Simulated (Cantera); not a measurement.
Charge: 1 mol Si, 2 mol Cl2, 7.8 mol H2, equilibrated at 17.0 mbar.

Cantera equilibrium calculation (NASA polynomials, part measured and part estimated; ideal gas, pure solids and liquids). Candidate condensed phases: Si; 19 gas species. The tables' values for SiCl3, SiCl are old estimates; treat these amounts as uncertain. Equilibrium is a limit: real reactors are often held back by kinetics, nucleation or transport.

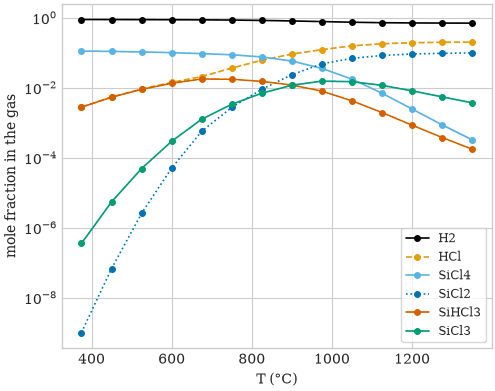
Figure: Equilibrium gas composition (values under 1e-9 drawn at 1e-9)

From 375 °C to 675 °C nothing is condensed. From 750 °C to 975 °C the condensed part is Si(s). From 1050 °C to 1350 °C nothing is condensed. The main Si-bearing gas is SiCl4 at 375 °C and SiCl2 at 1350 °C.
